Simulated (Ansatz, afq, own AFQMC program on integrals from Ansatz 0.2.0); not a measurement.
**GaH3Se (triplet): AFQMC on the coupled-cluster ladder, cc-pVDZ**

How near does AFQMC come to the top of the ladder for GaH3Se (triplet)?

Computed with Ansatz 0.2.0, Gaussian basis, and an in-house AFQMC program (afq) on its integrals; all values are calculated. Level: cc-pVDZ, frozen cores.

The runs, in order: PBE (unrestricted); r2SCAN (unrestricted); PBE0 (unrestricted); B3LYP (unrestricted); wB97M-V (unrestricted); B2PLYP (unrestricted); CCSD(T) on ROHF; CCSDT(Q) on ROHF; Phaseless AFQMC, CISD trial on ROHF; Phaseless AFQMC, single-determinant trial on ROHF; Free-projection AFQMC, CISD trial on ROHF; CCSD(T) on UHF; CCSDT(Q) on UHF; CCSD(T) on UHF; Phaseless AFQMC, CISD trial on UHF; Phaseless AFQMC, single-determinant trial on UHF; Free-projection AFQMC, CISD trial on UHF.

## (1) What is computed

The geometry is a PBE0/def2-TZVP stationary point (not a proven minimum) of the parent state, kept for this charge and spin. No spin-orbit coupling is included. The filled d shell of Ga, Se may be among the frozen orbitals whatever the setting's name suggests; the logs give the count.

5 atoms, charge 0, spin multiplicity 3.

Atoms are counted from 1 here; the program's logs count them from 0.

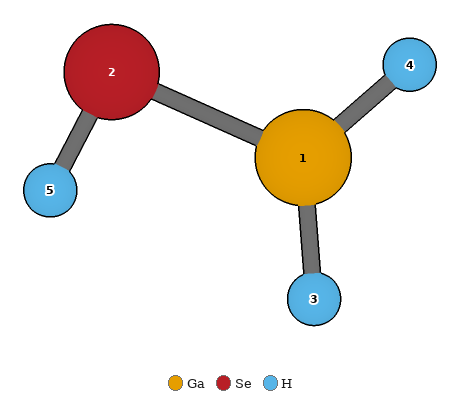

The geometry (gallium amber, selenium red, hydrogen blue); atoms are numbered from 1 in the order of the file.

## (2) PBE (unrestricted)

Input file in.yaml:

```yaml
crystal:
  periodic: [false, false, false]
  atoms:
    - {symbol: Ga, position_ang: [0.000000, 0.014525, 1.215481]}
    - {symbol: Se, position_ang: [0.000000, -0.031319, -1.106577]}
    - {symbol: H, position_ang: [0.000000, 1.401501, 1.930026]}
    - {symbol: H, position_ang: [0.000000, -1.384649, 1.905951]}
    - {symbol: H, position_ang: [0.000000, 1.431877, -1.228347]}
basis:
  gaussian: {orbitals: cc-pVDZ}
magnetization: {spin_polarized: true, initial_magnetization: 2}
hamiltonian: {xc: {name: PBE}}
output: {orbitals: {seedname: orbitals}}
```

On the command line:

```console
$ ansatz run in.yaml --threads 1 --pin off --events-out ev --progress --plain --max-ram 1843MiB
```

Output:

```text
Functional definition: PBE
  name "PBE"
  cite "Perdew, Burke & Ernzerhof, Phys. Rev. Lett. 77, 3865 (1996) doi:10.1103/PhysRevLett.77.3865"
  parent pbe
  parameter kappa = 0.804
  parameter beta = 0.06672455060314922
  exchange = pbe_x(kappa = kappa, mu = beta*pi^2/3)
  correlation = pbe_c(beta = beta)
936 factors; their error is unknown
mean field evaluation 1: about -117751.4901 eV, gradient 1.3e1 eV
mean field evaluation 2: about -117735.7468 eV, gradient 3.5e1 eV
mean field evaluation 4: about -117750.4430 eV, gradient 1.3e1 eV
mean field evaluation 8: about -117750.3866 eV, gradient 1.3e1 eV
mean field evaluation 16: about -117753.1672 eV, gradient 1.2e-1 eV
mean field evaluation 32: about -117753.0547 eV, gradient 1.3e0 eV
mean field evaluation 64: about -117752.5157 eV, gradient 2.7e-6 eV
mean field evaluation 96: about -117752.6247 eV, gradient 1.9e0 eV
mean field evaluation 128: about -117751.1968 eV, gradient 4.4e0 eV
mean field -117753.15069129 eV, -4327.3484719526 hartree, gradient 8.9e-6 eV, S^2 2.002737; 16 other end points of the search recorded, 0 dependent functions left out
reference -117753.15073038 eV, -4327.3484733892 hartree; 35, 33 occupied and 34, 36 virtual orbitals, 936 factors
Total energy: -117753.15073038 eV, -4327.3484733892 hartree
```

Wall time 25 s (1 thread of AMD EPYC 7R13 (Zen 3), shared host).

From the report: ⟨S²⟩ of the determinant 2.003 (pure triplet: 2.00).

## (3) r2SCAN (unrestricted)

in.yaml, as its differences from that of step 2:

```diff
@@ -11,3 +11,2 @@
 magnetization: {spin_polarized: true, initial_magnetization: 2}
-hamiltonian: {xc: {name: PBE}}
-output: {orbitals: {seedname: orbitals}}
+hamiltonian: {xc: {name: r2SCAN}}
```

Launched as before.

Output, cut to the lines that bear on the results:

```text
Functional definition: r2SCAN
  name "r2SCAN"
  cite "Furness, Kaplan, Ning, Perdew & Sun, J. Phys. Chem. Lett. 11, 8208 (2020) doi:10.1021/acs.jpclett.0c02405"
  cite "Furness, Kaplan, Ning, Perdew & Sun, J. Phys. Chem. Lett. 11, 9248 (2020) doi:10.1021/acs.jpclett.0c03077"
  parent r2scan
[...]
936 factors; their error is unknown
[...]
mean field -117770.42387024 eV, -4327.9832495709 hartree, gradient 2.8e-6 eV, S^2 2.010389; 16 other end points of the search recorded, 0 dependent functions left out
reference -117770.42388432 eV, -4327.9832500885 hartree; 35, 33 occupied and 34, 36 virtual orbitals, 936 factors
Total energy: -117770.42388432 eV, -4327.9832500885 hartree
```

Wall time 54 s (1 thread of AMD EPYC 7R13 (Zen 3), shared host).

From the report: ⟨S²⟩ of the determinant 2.010 (pure triplet: 2.00).

## (4) PBE0 (unrestricted)

in.yaml, as its differences from that of step 3:

```diff
@@ -11,2 +11,3 @@
 magnetization: {spin_polarized: true, initial_magnetization: 2}
-hamiltonian: {xc: {name: r2SCAN}}
+hamiltonian: {xc: {name: PBE0}}
+output: {orbitals: {seedname: orbitals}}
```

The command is unchanged.

Output, cut to the lines that bear on the results:

```text
Functional definition: PBE0
  name "PBE0"
  cite "Adamo & Barone, J. Chem. Phys. 110, 6158 (1999) doi:10.1063/1.478522"
  cite "Perdew, Burke & Ernzerhof, Phys. Rev. Lett. 77, 3865 (1996) doi:10.1103/PhysRevLett.77.3865"
  parent pbe
[...]
776 factors; integrals over basis functions are off by at most 1.3e-3 eV
[...]
mean field -117756.40352010 eV, -4327.4680112066 hartree, gradient 9.0e-6 eV, S^2 2.008531; 6 other end points of the search recorded, 0 dependent functions left out
reference -117756.40354947 eV, -4327.4680122859 hartree; 35, 33 occupied and 34, 36 virtual orbitals, 776 factors
Total energy: -117756.40354947 eV, -4327.4680122859 hartree
```

Run time: 14 s. Hardware: 1 thread of AMD EPYC 7R13 (Zen 3), shared host; peak memory 0.25 GiB.

From the report: ⟨S²⟩ of the determinant 2.009 (pure triplet: 2.00).

## (5) B3LYP (unrestricted)

in.yaml, as its differences from that of step 4:

```diff
@@ -11,3 +11,2 @@
 magnetization: {spin_polarized: true, initial_magnetization: 2}
-hamiltonian: {xc: {name: PBE0}}
-output: {orbitals: {seedname: orbitals}}
+hamiltonian: {xc: {name: B3LYP}}
```

The command is unchanged.

Output, cut to the lines that bear on the results:

```text
Functional definition: B3LYP
  name "B3LYP"
  cite "Stephens, Devlin, Chabalowski & Frisch, J. Phys. Chem. 98, 11623 (1994) doi:10.1021/j100096a001"
  cite "Becke, Phys. Rev. A 38, 3098 (1988) doi:10.1103/PhysRevA.38.3098"
  cite "Lee, Yang & Parr, Phys. Rev. B 37, 785 (1988) doi:10.1103/PhysRevB.37.785"
  cite "Vosko, Wilk & Nusair, Can. J. Phys. 58, 1200 (1980) doi:10.1139/p80-159"
[...]
776 factors; integrals over basis functions are off by at most 1.3e-3 eV
[...]
mean field -117773.41420273 eV, -4328.0931422631 hartree, gradient 2.2e-6 eV, S^2 2.005478; 17 other end points of the search recorded, 0 dependent functions left out
reference -117773.41443347 eV, -4328.0931507425 hartree; 35, 33 occupied and 34, 36 virtual orbitals, 776 factors
Total energy: -117773.41443347 eV, -4328.0931507425 hartree
```

Run time: 46 s. Hardware: 1 thread of AMD EPYC 7R13 (Zen 3), shared host; peak memory 0.25 GiB.

From the report: ⟨S²⟩ of the determinant 2.005 (pure triplet: 2.00).

## (6) wB97M-V (unrestricted)

in.yaml, as its differences from that of step 5:

```diff
@@ -11,2 +11,3 @@
 magnetization: {spin_polarized: true, initial_magnetization: 2}
-hamiltonian: {xc: {name: B3LYP}}
+hamiltonian: {xc: {name: wB97M-V}}
+output: {orbitals: {seedname: orbitals}}
```

Same command.

Output, cut to the lines that bear on the results:

```text
Functional definition: wB97M-V
  name "wB97M-V"
  cite "Mardirossian & Head-Gordon, J. Chem. Phys. 144, 214110 (2016) doi:10.1063/1.4952647"
  cite "Becke, J. Chem. Phys. 107, 8554 (1997) doi:10.1063/1.475007"
  cite "Vydrov & Van Voorhis, J. Chem. Phys. 133, 244103 (2010) doi:10.1063/1.3521275"
  # Of w^i u^j: cxij and so on, Table III.
[...]
  gx(w, u) = 1 - cx + cx01*u + cx10*w
  gss(w, u) = css00 + css04*u^4 + css10*w + css20*w^2 + css43*w^4*u^3
  gos(w, u) = cos00 + cos10*w + (cos20 + cos21*u)*w^2 + (cos60 + cos61*u)*w^6
[...]
      + integral(e_c_pw_mod_opposite_spin*gos(b97_w_opposite, b97_u_opposite)) + vv10(b, c)
776 factors; integrals over basis functions are off by at most 1.3e-3 eV
207 factors; integrals over basis functions are off by at most 4.1e-6 eV
[...]
mean field -117764.17420274 eV, -4327.7535785266 hartree, gradient 2.3e-5 eV, S^2 2.005970; 3 other end points of the search recorded, 0 dependent functions left out
reference -117764.17424365 eV, -4327.7535800299 hartree; 35, 33 occupied and 34, 36 virtual orbitals, 776 factors
Total energy: -117764.17424365 eV, -4327.7535800299 hartree
```

Wall time 18 s (1 thread of AMD EPYC 7R13 (Zen 3), shared host); peak memory 0.36 GiB.

From the report: ⟨S²⟩ of the determinant 2.006 (pure triplet: 2.00).

## (7) B2PLYP (unrestricted)

in.yaml, as its differences from that of step 6:

```diff
@@ -11,3 +11,3 @@
 magnetization: {spin_polarized: true, initial_magnetization: 2}
-hamiltonian: {xc: {name: wB97M-V}}
-output: {orbitals: {seedname: orbitals}}
+hamiltonian: {xc: {name: B2PLYP}}
+correlation: {electrons: outside_noble_gas}
```

The command is unchanged.

Output, cut to the lines that bear on the results:

```text
Functional definition: B2PLYP
  name "B2PLYP"
  cite "Grimme, J. Chem. Phys. 124, 034108 (2006) doi:10.1063/1.2148954"
  cite "Becke, Phys. Rev. A 38, 3098 (1988) doi:10.1103/PhysRevA.38.3098"
  cite "Lee, Yang & Parr, Phys. Rev. B 37, 785 (1988) doi:10.1103/PhysRevB.37.785"
[...]
776 factors; integrals over basis functions are off by at most 1.3e-3 eV
[...]
mean field -117746.22380902 eV, -4327.0939137245 hartree, gradient 4.0e-6 eV, S^2 2.011671; 4 other end points of the search recorded, 0 dependent functions left out
28 core orbitals not correlated: weight in the atoms' cores, before any rotation towards them, 0.935 or more for the frozen orbitals, at most 0.063 for the correlated occupied ones
reference -117746.22395530 eV, -4327.0939191002 hartree; 7, 5 occupied and 34, 36 virtual orbitals, 776 factors
second order -5.66920232 eV of doubles, -0.00000000 eV of singles
Total energy: -117747.75463993 eV, -4327.1501707226 hartree
```

Wall time 9.5 s (1 thread of AMD EPYC 7R13 (Zen 3), shared host).

From the report: ⟨S²⟩ of the determinant 2.012 (pure triplet: 2.00).

## (8) CCSD(T) on ROHF

in.yaml, as its differences from that of step 7:

```diff
@@ -10,4 +10,3 @@
   gaussian: {orbitals: cc-pVDZ}
-magnetization: {spin_polarized: true, initial_magnetization: 2}
-hamiltonian: {xc: {name: B2PLYP}}
-correlation: {electrons: outside_noble_gas}
+magnetization: {spin_polarized: false, initial_magnetization: 2}
+correlation: {method: ccsd_t, electrons: outside_noble_gas, hamiltonian_folder: ham}
```

Same command.

Output, cut to the lines that bear on the results:

```text
Functional definition: HF
  name "HF"
  cite "Fock, Z. Phys. 61, 126 (1930) doi:10.1007/BF01340294"
  parent pbe
[...]
776 factors; integrals over basis functions are off by at most 1.3e-3 eV
[...]
mean field -117679.59282433 eV, -4324.6452702012 hartree, gradient 1.7e-6 eV, S^2 2.000000; 15 other end points of the search recorded, 0 dependent functions left out
[...]
determinant -117679.59282433 eV, -4324.6452702012 hartree, with singles and doubles -117685.32419155 eV, -4324.8558940617 hartree
determinant -117678.44268642 eV, -4324.6030034125 hartree, with singles and doubles -117684.37656852 eV, -4324.8210695578 hartree
determinant -117678.37274660 eV, -4324.6004331717 hartree, with singles and doubles -117684.00453639 eV, -4324.8073976291 hartree
determinant -117678.07306654 eV, -4324.5894201325 hartree, with singles and doubles -117684.10983589 eV, -4324.8112673142 hartree
determinant -117678.05026883 eV, -4324.5885823323 hartree, with singles and doubles -117683.87894166 eV, -4324.8027821077 hartree
determinant -117677.67343070 eV, -4324.5747337863 hartree, with singles and doubles -117683.54191538 eV, -4324.7903966204 hartree
determinant -117677.01921382 eV, -4324.5506917595 hartree, with singles and doubles -117682.81815186 eV, -4324.7637988017 hartree
28 core orbitals not correlated: weight in the atoms' cores, before any rotation towards them, 0.983 or more for the frozen orbitals, at most 0.016 for the correlated occupied ones
reference -117679.59282433 eV, -4324.6452702012 hartree; 7, 5 occupied and 34, 36 virtual orbitals, 776 factors
second order -4.62002419 eV of doubles, -0.10876928 eV of singles
cycle   1  -5.73153174 eV  change   -1.6e-4 eV  update   6.7e-4
[...]
cycle   7  -5.73173315 eV  change    2.6e-6 eV  update   3.7e-6
perturbative correction -0.12805078 eV, -0.0047057795 hartree
Total energy: -117685.45260826 eV, -4324.8606132888 hartree
```

Wall time 67 s (1 thread of AMD EPYC 7R13 (Zen 3), shared host).

From the report: correlation -5.8598 eV; T1 0.018; largest double amplitude 0.04.

This run also writes the integrals to the folder ham.

## (9) CCSDT(Q) on ROHF

in.yaml, as its differences from that of step 8:

```diff
@@ -11,2 +11,2 @@
 magnetization: {spin_polarized: false, initial_magnetization: 2}
-correlation: {method: ccsd_t, electrons: outside_noble_gas, hamiltonian_folder: ham}
+correlation: {method: ccsdt_q, electrons: outside_noble_gas}
```

The command is unchanged.

Output, cut to the lines that bear on the results:

```text
Functional definition: HF
  name "HF"
  cite "Fock, Z. Phys. 61, 126 (1930) doi:10.1007/BF01340294"
  parent pbe
[...]
1399 factors; integrals over basis functions are off by at most 1.8e-7 eV
[...]
mean field -117679.59306760 eV, -4324.6452791411 hartree, gradient 2.2e-6 eV, S^2 2.000000; 15 other end points of the search recorded, 0 dependent functions left out
[...]
determinant -117679.59306760 eV, -4324.6452791411 hartree, with singles and doubles -117685.32444711 eV, -4324.8559034534 hartree
determinant -117678.44292297 eV, -4324.6030121058 hartree, with singles and doubles -117684.37681879 eV, -4324.8210787547 hartree
determinant -117678.37300405 eV, -4324.6004426326 hartree, with singles and doubles -117684.00480536 eV, -4324.8074075136 hartree
determinant -117678.07330930 eV, -4324.5894290538 hartree, with singles and doubles -117684.11008058 eV, -4324.8112763064 hartree
determinant -117678.05051024 eV, -4324.5885912039 hartree, with singles and doubles -117683.87917637 eV, -4324.8027907332 hartree
determinant -117677.67366384 eV, -4324.5747423541 hartree, with singles and doubles -117683.54216698 eV, -4324.7904058667 hartree
determinant -117677.01946518 eV, -4324.5507009967 hartree, with singles and doubles -117682.81840819 eV, -4324.7638082216 hartree
28 core orbitals not correlated: weight in the atoms' cores, before any rotation towards them, 0.983 or more for the frozen orbitals, at most 0.016 for the correlated occupied ones
reference -117679.59306760 eV, -4324.6452791411 hartree; 7, 5 occupied and 34, 36 virtual orbitals, 1399 factors
second order -4.62006273 eV of doubles, -0.10876896 eV of singles
cycle   1  -5.46260988 eV  change   -7.3e-1 eV  update   7.1e-2
[...]
cycle  21  -5.88664270 eV  change    6.3e-7 eV  update   9.3e-7
perturbative correction -0.00673934 eV, -0.0002476662 hartree
Total energy: -117685.48644964 eV, -4324.8618569364 hartree
```

It took 2.5 min on 1 thread of AMD EPYC 7R13 (Zen 3), shared host; peak memory 0.69 GiB.

From the report: correlation -5.8934 eV; T1 0.018; largest double amplitude 0.05.

## (10) Phaseless AFQMC, CISD trial on ROHF

It reads the integrals that the CCSD(T) run on this determinant wrote.

On the command line:

```console
$ afq ham --method phaseless --trial cisd --walkers 60 --populations 1 --least-time 40 --time-step 0.005 --steps-per-block 50 --equilibration-blocks 28 --max-blocks 300 --target-error 0.00042 --factor-cut 1e-05 --start spin_pure --seed 8276 --release-times 0.24,0.51,0.99,1.62,2.4 --release-step 0.03 --release-every 4 --taylor-order 6
```

Output:

```text
orbitals 41  electrons 7 5  factors 346 of 776
reference energy -4324.64527020 Eh
CCSD correlation -0.21063700 Eh in 12 cycles, weight of the determinant in the CISD state 0.8775
energy of the start -4324.855901 Eh
 block  time / (1/Eh)  mean weight  energy / Eh
     1     0.250  1.0002  -4324.852315
     2     0.500  1.0004  -4324.852854
     3     0.750  1.0009  -4324.853983
     4     1.000  1.0012  -4324.856337
     5     1.250  1.0000  -4324.859267
     6     1.500  1.0014  -4324.858969
     7     1.750  1.0004  -4324.858834
     8     2.000  1.0004  -4324.858960
     9     2.250  1.0004  -4324.861643
    10     2.500  1.0011  -4324.859527
    11     2.750  0.9993  -4324.861009
    16     4.000  0.9988  -4324.860461
    21     5.250  0.9992  -4324.864989
    26     6.500  1.0007  -4324.862970
    31     7.750  1.0005  -4324.866281
    36     9.000  0.9992  -4324.861057
    41    10.250  0.9996  -4324.860295
    46    11.500  1.0013  -4324.863636
    51    12.750  1.0018  -4324.860892
    56    14.000  1.0030  -4324.859360
    61    15.250  0.9998  -4324.863088
    66    16.500  0.9995  -4324.860253
    71    17.750  1.0009  -4324.865277
    76    19.000  0.9991  -4324.867356
    81    20.250  0.9986  -4324.867271
    86    21.500  1.0038  -4324.860602
    91    22.750  1.0028  -4324.862412
    96    24.000  0.9975  -4324.862315
   101    25.250  0.9999  -4324.865299
   106    26.500  1.0006  -4324.858026
   111    27.750  0.9996  -4324.869917
   116    29.000  0.9997  -4324.859305
   121    30.250  0.9981  -4324.861376
   126    31.500  0.9991  -4324.858106
   131    32.750  0.9980  -4324.855924
   136    34.000  1.0014  -4324.863769
   141    35.250  1.0000  -4324.861218
   146    36.500  1.0022  -4324.858505
   151    37.750  1.0005  -4324.863068
   156    39.000  1.0016  -4324.867413
   161    40.250  1.0019  -4324.859066
   166    41.500  0.9998  -4324.859574
   171    42.750  1.0013  -4324.858204
   176    44.000  0.9969  -4324.859693
   181    45.250  0.9976  -4324.860742
   186    46.500  0.9977  -4324.866550
   191    47.750  1.0008  -4324.861532
   196    49.000  0.9996  -4324.864016
   201    50.250  1.0003  -4324.861289
   206    51.500  1.0000  -4324.862949
blocks merged  error / Eh  count
     1  0.000239  180
     2  0.000304  90
     4  0.000372  45
     8  0.000407  22
    16  0.000491  11
released: time / (1/Eh)  energy / Eh  error  mean overlap
  0.24  -4324.861796  0.000553  0.9970
  0.51  -4324.861887  0.000547  0.9990
  0.99  -4324.862262  0.000484  0.9910
  1.62  -4324.861537  0.000800  1.0163
  2.40  -4324.862273  0.000605  0.9793
energy -4324.861810 +/- 0.000407 Eh
```

Wall time 7.5 min (1 thread of AMD EPYC 7R13 (Zen 3), shared host); peak memory 0.31 GiB.

Energy -117685.4852 ± 0.0111 eV. The run doesn't count as converged. Caveats: constraint bias not in the error; halves of the run differ. The error still grows with block length (0.0101 to 0.0134 eV), so the bar may be too small.

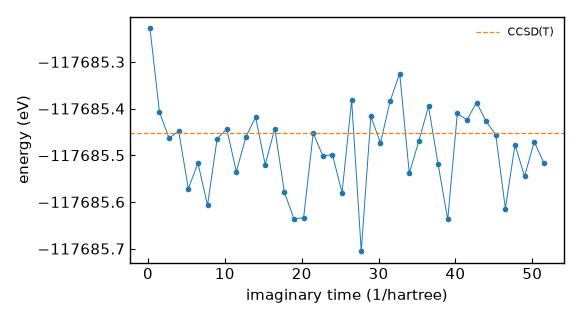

Block energies along the walk.

## (11) Phaseless AFQMC, single-determinant trial on ROHF

It reads the integrals that the CCSD(T) run on this determinant wrote.

On the command line:

```console
$ afq ham --method phaseless --trial hf --walkers 120 --populations 1 --least-time 40 --time-step 0.005 --steps-per-block 20 --equilibration-blocks 112 --max-blocks 600 --target-error 0.00126 --factor-cut 1e-05 --start spin_pure --seed 8967 --taylor-order 6
```

Output:

```text
orbitals 41  electrons 7 5  factors 346 of 776
reference energy -4324.64527020 Eh
CCSD correlation -0.21063700 Eh in 12 cycles, weight of the determinant in the CISD state 0.8775
energy of the start -4324.645307 Eh
 block  time / (1/Eh)  mean weight  energy / Eh
     1     0.100  1.0004  -4324.681982
     2     0.200  1.0021  -4324.710025
     3     0.300  0.9999  -4324.734640
     4     0.400  0.9998  -4324.755973
     5     0.500  1.0039  -4324.768872
     6     0.600  1.0023  -4324.785944
     7     0.700  0.9989  -4324.795256
     8     0.800  1.0010  -4324.800668
     9     0.900  1.0008  -4324.807279
    10     1.000  1.0012  -4324.812621
    18     1.800  1.0002  -4324.842125
    35     3.500  0.9996  -4324.854585
    52     5.200  1.0003  -4324.874054
    69     6.900  0.9993  -4324.870112
    86     8.600  1.0011  -4324.890825
   103    10.300  1.0022  -4324.855127
   120    12.000  0.9994  -4324.857154
   137    13.700  1.0001  -4324.888727
   154    15.400  1.0003  -4324.887640
   171    17.100  1.0007  -4324.848588
   188    18.800  1.0009  -4324.838090
   205    20.500  0.9996  -4324.853951
   222    22.200  0.9990  -4324.854717
   239    23.900  1.0002  -4324.861720
   256    25.600  1.0005  -4324.848546
   273    27.300  1.0027  -4324.852661
   290    29.000  0.9999  -4324.855644
   307    30.700  1.0026  -4324.859347
   324    32.400  0.9988  -4324.884468
   341    34.100  0.9986  -4324.859738
   358    35.800  0.9998  -4324.845712
   375    37.500  1.0016  -4324.843614
   392    39.200  1.0016  -4324.858169
   409    40.900  1.0004  -4324.845343
   426    42.600  1.0005  -4324.865879
   443    44.300  1.0009  -4324.848463
   460    46.000  1.0005  -4324.862427
   477    47.700  1.0001  -4324.835143
   494    49.400  0.9994  -4324.855947
   511    51.100  0.9987  -4324.860949
   528    52.800  1.0003  -4324.860284
   545    54.500  0.9997  -4324.861147
   562    56.200  0.9984  -4324.840928
   579    57.900  1.0017  -4324.874283
   596    59.600  1.0011  -4324.854520
   613    61.300  0.9980  -4324.870642
   630    63.000  1.0006  -4324.832963
   647    64.700  1.0000  -4324.837582
   664    66.400  0.9990  -4324.849253
   681    68.100  0.9996  -4324.835276
   698    69.800  1.0012  -4324.859827
blocks merged  error / Eh  count
     1  0.000586  600
     2  0.000789  300
     4  0.001045  150
     8  0.001348  75
    16  0.001609  37
    32  0.001958  18
    64  0.001481  9
energy -4324.856938 +/- 0.001958 Eh
```

Run time: 5.7 min. Hardware: 1 thread of AMD EPYC 7R13 (Zen 3), shared host; peak memory 0.31 GiB.

Energy -117685.3526 ± 0.0533 eV. Caveats: constraint bias not in the error; error above the target.

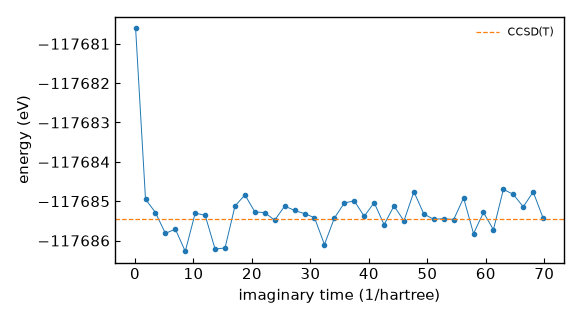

Block energies along the walk.

[end of part 1 of 2]
